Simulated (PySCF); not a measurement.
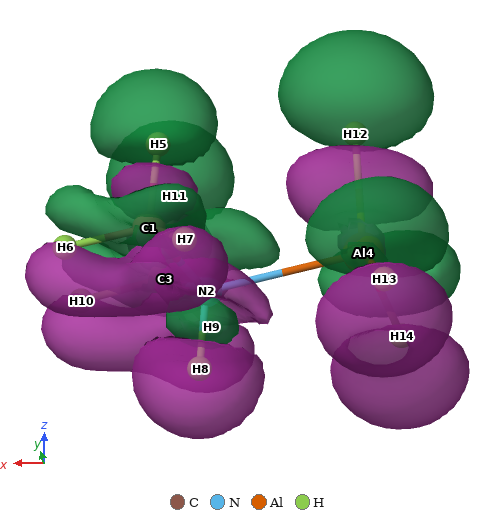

Figure 1: C$_{2}$H$_{10}$AlN, SMILES `C[NH+](C)[AlH3-]`. Change of the electron density in a uniform field of 0.51 V/Å, surfaces at ±0.003 e/Å³ (green: gain, purple: loss).

Method: B3LYP/def2-SVPD; geometry: GFN2-xTB; program: PySCF. No frequency check shows the geometry to be a minimum.

Geometry (Å), atoms numbered from 1:

```
C1       1.1107    1.2097    0.1223
N2       0.4845    0.0002   -0.3917
C3       1.1100   -1.2101    0.1219
Al4     -1.5094    0.0003    0.0605
H5       0.9954    1.2237    1.2057
H6       2.1738    1.2669   -0.1295
H7       0.5900    2.0762   -0.2832
H8       0.5674    0.0002   -1.4078
H9       0.5889   -2.0762   -0.2840
H10      2.1732   -1.2678   -0.1300
H11      0.9947   -1.2245    1.2052
H12     -1.4073   -0.0027    1.6292
H13     -1.8841    1.3489   -0.6575
H14     -1.8848   -1.3474   -0.6580
```

### Along which Cartesian direction does the field point?

Along −z: electrons gather on the +z side, against the field.

### What dipole is induced, and what polarisability does it imply?

The induced dipole is 1.58 D (along the field); α along this axis, from the fields in both directions, is 62 bohr³ (9.2 Å³).

### Which atoms gain and lose the most charge?

Electrons gather most on H12 (Hirshfeld charge changes by −0.026 e) and leave H8 most (+0.017 e); 0.159 electrons are displaced in all.

The PySCF run took 2.2 min on 1 thread of Intel(R) Xeon(R) Processor @ 2.50GHz (Skylake/Cascade Lake), on a shared host, peak memory 0.75 GiB.
